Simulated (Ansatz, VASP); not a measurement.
# PbSe (Clausthalite): VASP beside Ansatz

Aim: how closely do two programs agree when they are given the same cell, functional and k mesh? The cell comes out of the VASP series on this material, whose earlier steps may have relaxed, scaled or displaced it; both programs get it as it stands.

Main program and level: Ansatz 0.2.0; plane waves, with VASP 6.6.1 beside it; relaxation of cell and atoms at r2SCAN and zone-centre phonons at r2SCAN.

### 1. Set-up

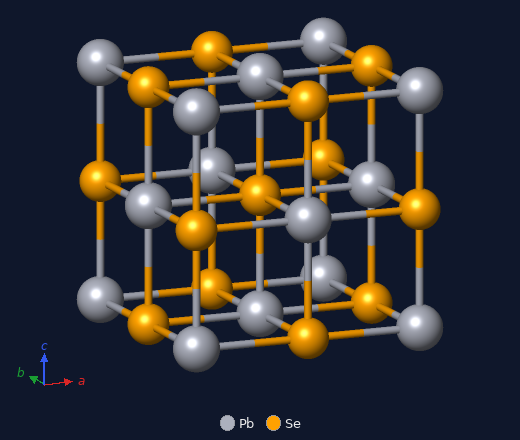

The starting structure, seen slightly off an axis (lead light grey, selenium orange). This picture shows the conventional cell, with its axes. Some periodic images of atoms are drawn too.

### 2. Ansatz: relaxation of cell and atoms, r2SCAN

Ansatz runs on its default PAW (the set named soft_2) files.

The relaxed volume is the usual yardstick between codes: its relative difference is about their pressure difference at one cell divided by the bulk modulus.

File input.yaml:

```yaml
crystal:
  lattice:
    - [0.0, 3.0873736665, 3.0873736665]
    - [3.0873736665, 0.0, 3.0873736665]
    - [3.0873736665, 3.0873736665, 0.0]
  atoms:
    - { symbol: Pb, position: [0.0, 0.0, 0.0] }
    - { symbol: Se, position: [0.5, 0.5, 0.5] }
hamiltonian:
  xc: r2scan
  pseudopotentials: { kind: paw }
kpoints:
  mp_grid: { grid: [6, 6, 6] }
scf:
  occupations: { method: gaussian, width: 0.05 }
relax:
  f_tol: 0.01
  max_steps: 60
  cell: { stress_tol: 0.05 }
output:
  forces: true
  stress: true
```

Run with:

```console
> ansatz run input.yaml --threads 4 --pin off --max-ram 9216MiB --backend cpu --events-out ev --progress --plain --runs-dir out
```

Numbers of over 12 decimals in the logs are rounded to 6 here.

What it wrote:

```text
Engine: ansatz 0.2.0, aarch64-unknown-linux-gnu
Pseudopotentials: kind: paw
Pseudopotential: Pb, paw, valence charge 14, recommended cutoff 500 eV (meta_gga), Pb.paw.azcp
Pseudopotential: Se, paw, valence charge 16, recommended cutoff 500 eV (meta_gga), Se.paw.azcp
Functional definition: r2SCAN
  parameter k0 = 0.174
  parameter k1 = 0.065
  parameter a1 = 4.9479
  exchange = r2scan_x(k0 = k0, k1 = k1, a1 = a1)
  correlation = r2scan_c
Crystal: 2 atoms, lattice volume = 58.857 Å³
Basis set: ecut = 500 eV, 1459 PW (Γ), exchange–correlation on 128×128×128 points (64 copies of the dense FFT grid, shifted against one another)
Bands: 19, of which v1, the nominal top of the filled ones, is band 15 counted from 1 (14 counted from 0)
Symmetry: 48 space group operations
Space group: Fm-3m (ITA 225), of the structure as read, at distance tolerance 3.9e-5 Å
k-points: 16 of 216
Non-local potential: Pb, projectors of the file, l = 0: 2, l = 1: 2, l = 2: 2, l = 3: 2
Non-local potential: Se, projectors of the file, l = 0: 2, l = 1: 2, l = 2: 3, l = 3: 1
PAW form: soft (Blöchl's): semilocal exchange-correlation on the pseudo side does not see the compensation charge
PAW frozen core: Pb, regenerated for the run's functional (the file was generated under x = pbe(κ = 0.804, μ = 0.219515), c = pbe(β = 0.066725))
PAW frozen core: Se, regenerated for the run's functional (the file was generated under x = pbe(κ = 0.804, μ = 0.219515), c = pbe(β = 0.066725))
PAW one-centre angular grid: Pb, 590 points (default); XC on 160 Gauss nodes
PAW one-centre angular grid: Se, 590 points (default); XC on 160 Gauss nodes
Initial density: superposition of atomic densities (neutral atoms: chi_scale 0, normalization atom), corrected by the library's trained network
Initial wavefunctions: pseudopotential atomic-orbital guess
Functional: x = r2scan, c = r2scan; τ floored in thin density (d = 2e-4 eV/Å³)
SCF iter   1: F=—  HF=-17400.337000 eV  |F-HF|=—  |Δ(HF+E_count)|=         —  Δρ=6.14e-3  dr2=2.57e-2  dr2_τ=3.65e-3  ethr=1.77e-3  ⟨swp⟩=6.0  Hψ=1510  notcnv=0
preconditioner: auto → none  [insulator: Δε(μ)=0.688 eV  Ē_g=16.052 eV  σ=0.050 eV  W_gap=1.00  n_scr=14 (ndim 8)  ℏωp=21.6 eV  f_vac=0.023  D(μ)=0.00/eV (n_scr^D=0)  ε∞_Penn≈2.8]
SCF iter   2: F=—  HF=-17400.334828 eV  |F-HF|=—  |Δ(HF+E_count)|=   2.17e-3  Δρ=1.74e-3  dr2=1.23e-3  dr2_τ=3.10e-4  ethr=8.56e-5  ⟨swp⟩=2.0  Hψ=656  notcnv=0
SCF iter   3: F=—  HF=-17400.334916 eV  |F-HF|=—  |Δ(HF+E_count)|=   8.87e-5  Δρ=6.97e-4  dr2=3.18e-4  dr2_τ=1.12e-5  ethr=4.12e-6  ⟨swp⟩=2.0  Hψ=541  notcnv=0
SCF iter   4: F=—  HF=-17400.334936 eV  |F-HF|=—  |Δ(HF+E_count)|=   1.93e-5  Δρ=2.69e-4  dr2=2.59e-5  dr2_τ=1.71e-6  ethr=1.06e-6  ⟨swp⟩=2.0  Hψ=378  notcnv=0
SCF iter   5: F=—  HF=-17400.334948 eV  |F-HF|=—  |Δ(HF+E_count)|=   1.23e-5  Δρ=4.58e-5  dr2=5.78e-7  dr2_τ=1.67e-8  ethr=8.63e-8  ⟨swp⟩=2.8  Hψ=455  notcnv=0
SCF iter   6: F=-17400.334948 eV  HF=-17400.334948 eV  |F-HF|=3.33e-8  |Δ(HF+E_count)|=   2.42e-7  Δρ=1.46e-5  dr2=5.97e-8  dr2_τ=2.18e-9  ethr=3.33e-10  ⟨swp⟩=4.4  Hψ=1083  notcnv=0
SCF 1 converged in 6 iterations: F = -17400.334948 eV  dr2 = 5.97e-8
  greatest PAW one-centre occupation: 1.000 electrons in one spin orbital (limit 2), on the Se atom at site 1 (counted from 0), in its partial waves of l = 2
relax step   1: F+E_penalty+E_count = -17400.33494825 eV  Δ(F+E_penalty+E_count) = +0.000e0 eV  max|allowed force component| = 4.339e-29 eV/Å  Δτ_max = 0.0000 Å  P = +0.052 GPa  Ω = 58.857 Å³  (6 SCF iters, dr2 threshold 1.00e-7 eV, accepted)
[...]
relax step   2: F+E_penalty+E_count = -17400.33495250 eV  Δ(F+E_penalty+E_count) = -4.251e-6 eV  max|allowed force component| = 4.207e-30 eV/Å  Δτ_max = 0.0000 Å  P = -0.025 GPa  Ω = 58.944 Å³  energy of the carried Pulay correction = -3.097e-6 eV  (6 SCF iters, dr2 threshold 6.76e-9 eV, accepted)
[...]
relax step   3: F+E_penalty+E_count = -17400.33495743 eV  Δ(F+E_penalty+E_count) = -4.928e-6 eV  max|allowed force component| = 8.217e-30 eV/Å  Δτ_max = 0.0000 Å  P = -0.025 GPa  Ω = 58.944 Å³  stress off target by 2.48e-2 GPa  SCF on the basis re-selected at this cell (its energy is not comparable with the rows above)  (4 SCF iters)
basis re-selected at this cell: Δ(F+E_penalty+E_count) = -4.928e-6 eV, ΔP = -0.000 GPa vs the last step (what re-selecting the basis moved, of the pressure what is left beyond the Pulay correction that the steps carried, after the strain that the cell walked since its last selection, with what the two solves' SCF thresholds leave and, on support functions, any second-order correction that the steps lacked; it is no m [...]
SCF converged after 4 iterations
Free energy (F): -17400.334957 eV
Harris-Foulkes:  -17400.334957 eV  (|F-HF|=7.28e-12)
Internal energy: -17400.334957 eV  (E = F + TS)
E sigma→0 (E₀):  -17400.334957 eV
Fermi energy:    8.747620 eV
--- Per-component energies (eV) ---
  E_band       = -457.025255
  E_kinetic    = 405.140573
  E_local      = -3575.136203  (includes V_loc(G=0)·N_el)
  E_nonlocal   = -244.729467
  E_hartree    = 1662.719353
  E_xc         = -307.239809
  E_vxc        = -251.367486  (∫ρ·V_xc dr)
  E_paw        = -12356.129382  (= ΣΔE_a)
  E_vpaw       = -132.037789  (= ΣTr[D̂ρ^β])
  E_aug_tail   = -0.000181  (compensation charges beyond the density's cutoff)
  E_vtau       = 15.666573  (kinetic-family band-sum trace: ∫τ·v_τ [+ j·A + Jᵃ·Aᵃ] dr)
  E_ewald      = -2984.160573
  E_core_change = -0.799268  (= ΣΔE_core)
  E_smearing   = -0.000000  (= −TS)
  E_closure    = 0.000000  (closes the sum)
  Σ components = -17400.334957   (vs F -17400.334957, Δ=0.00e0)
--- Forces (eV/Å), atoms counted from 1 ---
  atom   1  Pb    -0.00000000     0.00000000    -0.00000000
  atom   2  Se     0.00000000    -0.00000000    -0.00000000
  max |Σ_I F_I| component: 1.51e-29 eV/Å
--- Stress (GPa, compression-positive) ---
       -0.024760      -0.000000      -0.000000
       -0.000000      -0.024760       0.000000
       -0.000000      -0.000000      -0.024760
  P = ⅓ Tr σ = -0.0248 GPa (-0.248 kbar)
--- Relaxed structure (2 steps of the walk, 2 accepted, 1 SCFs on fresh bases) ---
  F+E_penalty+E_count = -17400.33495743 eV   max|allowed force component| = 8.217e-30 eV/Å   (the final SCF, on the basis selected at the relaxed cell)
  cell:  # Å, volume = 58.9444 Å³
    - [0, 3.088903, 3.088903]
    - [3.088903, 0, 3.088903]
    - [3.088903, 3.088903, 0]
  atoms:
    - { symbol: Pb, position: [0, 0, 0] }
    - { symbol: Se, position: [0.5, 0.5, 0.5] }
```

It took 2.8 s on 4 threads of Arm Neoverse V1, shared host; peak memory 0.48 GiB; 9.6 s of CPU time.

### 3. VASP: relaxation of cell and atoms, r2SCAN

The same cell, functional, mesh and smearing now go to VASP, with its own data sets and cutoff.

Lines of VASP's logs that name or quote its potential files are left out, and so is its time.

File INCAR:

```
SYSTEM = PbSe
PREC = Accurate
ENCUT = 400
EDIFF = 1E-06
NELM = 100
ISMEAR = 0
SIGMA = 0.05
LREAL = .FALSE.
ALGO = Normal
METAGGA = R2SCAN
LASPH = .TRUE.
NBANDS = 16
LORBIT = 11
LWAVE = .FALSE.
LCHARG = .FALSE.
KPAR = 2
IBRION = 2
NSW = 60
ISIF = 3
EDIFFG = -0.01
```

File POSCAR:

```
PbSe
1.0
    0.0000000000      3.0873736665      3.0873736665
    3.0873736665      0.0000000000      3.0873736665
    3.0873736665      3.0873736665      0.0000000000
Pb Se
1 1
Direct
    0.0000000000      0.0000000000      0.0000000000
    0.5000000000      0.5000000000      0.5000000000
```

File KPOINTS:

```
Automatic mesh
0
Gamma
6 6 6
0 0 0
```

The projector-augmented-wave data sets are Pb_d and Se (PBE family, release 64).

Run with:

```console
> mpirun -np 2 vasp_std
```

What it wrote:

```text
[banner, memory and clock lines left out]
running    2 mpi-ranks, on    1 nodes
 distrk:  each k-point on    1 cores,    2 groups
 distr:  one band on    1 cores,    1 groups

 POSCAR found type information on POSCAR PbSe
 POSCAR found :  2 types and       2 ions
|                                                                             |
|               ----> ADVICE to this user running VASP <----                  |
|                                                                             |
|     You enforced a specific xc type in the INCAR file but a different       |
|     [... a line on the potential file left out ...]
|     I HOPE YOU KNOW WHAT YOU ARE DOING!                                     |
|                                                                             |

 LDA part: xc-table for (None), standard interpolation
 POSCAR, INCAR and KPOINTS ok, starting setup
 FFT: planning ... GRIDC
 FFT: planning ... GRID_SOFT
 FFT: planning ... GRID
 WAVECAR not read
 entering main loop
       N       E                     dE             d eps       ncg     rms          rms(c)
DAV:   1     0.838201545131E+02    0.83820E+02   -0.86002E+03   512   0.106E+03
DAV:   2    -0.661116495106E+02   -0.14993E+03   -0.14587E+03   560   0.307E+02
DAV:   3    -0.764917034382E+02   -0.10380E+02   -0.10296E+02   664   0.858E+01
DAV:   4    -0.766864071256E+02   -0.19470E+00   -0.19467E+00   632   0.143E+01
DAV:   5    -0.766935512946E+02   -0.71442E-02   -0.71441E-02   728   0.239E+00    0.295E+00
DAV:   6    -0.719388549209E+02    0.47547E+01   -0.19973E+00   592   0.248E+01    0.218E+00
DAV:   7    -0.719239579398E+02    0.14897E-01   -0.23690E-01   648   0.412E+00    0.112E+00
DAV:   8    -0.719354008569E+02   -0.11443E-01   -0.15366E-02   664   0.154E+00    0.527E-01
DAV:   9    -0.719396703559E+02   -0.42695E-02   -0.78442E-03   624   0.105E+00    0.176E-01
DAV:  10    -0.719395027288E+02    0.16763E-03   -0.37611E-04   664   0.291E-01    0.737E-02
DAV:  11    -0.719395930289E+02   -0.90300E-04   -0.45191E-04   688   0.278E-01    0.470E-02
DAV:  12    -0.719395608914E+02    0.32138E-04   -0.93914E-05   664   0.146E-01    0.687E-03
DAV:  13    -0.719395610349E+02   -0.14354E-06   -0.82455E-06   728   0.358E-02
   1 F= -.71939561E+02 E0= -.71939561E+02  d E =-.719396E+02
 curvature:   0.00 expect dE= 0.000E+00 dE for cont linesearch  0.000E+00
 trial: gam= 0.00000 g(F)=  0.123E-60 g(S)=  0.472E-06 ort = 0.000E+00 (trialstep = 0.100E+01)
 search vector abs. value=  0.472E-06
 reached required accuracy - stopping structural energy minimisation
```

From OUTCAR (step 3):

```text
ion  position               nearest neighbor table
   1  0.000  0.000  0.000-   2 3.09   2 3.09   2 3.09   2 3.09   2 3.09   2 3.09
   2  0.500  0.500  0.500-   1 3.09   1 3.09   1 3.09   1 3.09   1 3.09   1 3.09

  LATTYP: Found a face centered cubic cell.
 ALAT       =     6.1747473330

 Subroutine GETGRP returns: Found 48 space group operations
 (whereof 48 operations were pure point group operations)

The static configuration has the point symmetry O_h .

 Found     16 irreducible k-points:

   k-points           NKPTS =     16   k-points in BZ     NKDIM =     16   number of bands    NBANDS=     16

   dimension x,y,z NGX =    28 NGY =   28 NGZ =   28
   dimension x,y,z NGXF=    56 NGYF=   56 NGZF=   56

   ENCUT  =  400.0 eV  29.40 Ry    5.42 a.u.   7.12  7.12  7.12*2*pi/ulx,y,z

   NELECT =      20.0000    total number of electrons

 k-points in reciprocal lattice and weights: Automatic mesh
   0.00000000  0.00000000  0.00000000       0.005
   0.16666667  0.00000000  0.00000000       0.037
   0.33333333  0.00000000  0.00000000       0.037
   0.50000000  0.00000000  0.00000000       0.019
   0.16666667  0.16666667  0.00000000       0.028
   0.33333333  0.16666667  0.00000000       0.111
   0.50000000  0.16666667  0.00000000       0.111
  -0.33333333  0.16666667  0.00000000       0.111
  -0.16666667  0.16666667  0.00000000       0.056
[...]
-0.33333333  0.33333333  0.16666667       0.111
  -0.33333333  0.50000000  0.16666667       0.056

 average (electrostatic) potential at core
       1 -98.8003       2 -57.4813

 E-fermi :   4.7832

 k-point     1 :       0.0000    0.0000    0.0000
  band No.  band energies     occupation
    ...
      6      -9.3303      2.00000
      7      -1.8051      2.00000
      8       2.6880      2.00000
      9       2.6880      2.00000
     10       2.6880      2.00000
     11       9.5730      0.00000
     12       9.5730      0.00000
     13       9.5730      0.00000
     14      11.6081      0.00000
     15      11.6081      0.00000
    ...

 k-point     2 :       0.1667    0.0000    0.0000
  band No.  band energies     occupation
    ...
      6      -9.1257      2.00000
      7      -2.4759      2.00000
      8       2.7617      2.00000
      9       2.7617      2.00000
     10       3.1644      2.00000
     11       8.0172      0.00000
     12       8.5299      0.00000
     13       8.5300      0.00000
     14      11.3828      0.00000
     15      12.1914      0.00000
    ...

 k-point     3 :       0.3333    0.0000    0.0000
  band No.  band energies     occupation
    ...
      6      -8.6229      2.00000
      7      -3.6940      2.00000
      8       2.9557      2.00000
      9       2.9557      2.00000
     10       3.9672      2.00000
     11       6.2105      0.00000
     12       7.1468      0.00000
     13       7.1468      0.00000
     14      12.1509      0.00000
     15      13.6733      0.00000
    ...

  Total        0.0025549      0.0025549      0.0025549      0.0000000      0.0000000     -0.0000000
  in kB        0.0695474      0.0695474      0.0695474      0.0000000      0.0000000     -0.0000000
  external PRESSURE =       0.0695474 kB  Pullay stress =       0.0000000 kB

  energy-cutoff  :      400.00
  volume of cell :       58.86
      direct lattice vectors                 reciprocal lattice vectors
     0.000000000  3.087373667  3.087373667    -0.161949946  0.161949946  0.161949946
     3.087373667  0.000000000  3.087373667     0.161949946 -0.161949946  0.161949946
     3.087373667  3.087373667  0.000000000     0.161949946  0.161949946 -0.161949946

 POSITION                                       TOTAL-FORCE (eV/Angst)
 -----------------------------------------------------------------------------------
      0.00000      0.00000      0.00000        -0.000000     -0.000000     -0.000000
      3.08737      3.08737      3.08737         0.000000      0.000000      0.000000
 -----------------------------------------------------------------------------------
    total drift:                               -0.000000      0.000000      0.000000

  FREE ENERGIE OF THE ION-ELECTRON SYSTEM (eV)
  ---------------------------------------------------
  free  energy   TOTEN  =       -71.9395610349 eV

  energy  without entropy=      -71.9395610349  energy(sigma->0) =      -71.93956103

 reached required accuracy - stopping structural energy minimisation

 total charge
# of ion       s       p       d       tot
------------------------------------------
    1        1.476   0.502   9.833  11.810
    2        1.460   2.386   0.016   3.862
--------------------------------------------------
tot          2.937   2.887   9.848  15.672

[... 3 further parts left out ...]
```

CONTCAR:

```
PbSe
   1.00000000000000
     0.0000000000000000    3.0873736665000000    3.0873736665000000
     3.0873736665000000    0.0000000000000000    3.0873736665000000
     3.0873736665000000    3.0873736665000000    0.0000000000000000
  Pb              Se
     1     1
Direct
     0.0000000000000000    0.0000000000000000    0.0000000000000000
     0.5000000000000000    0.5000000000000000    0.5000000000000000
```

[end of part 1 of 2]

[Lines on the potential files, build, host, timing and source positions are cut from VASP's logs without a mark.]

[Logs are printed without paths, hosts, clocks, repeated set-up lines and the standing remarks that a program may print on its own settings, such as how far it seeks lower states.]

[Hosts, paths, dates, database ids (printed as entryN), source tags and the programs' standing remarks are cut or masked in the printed files.]
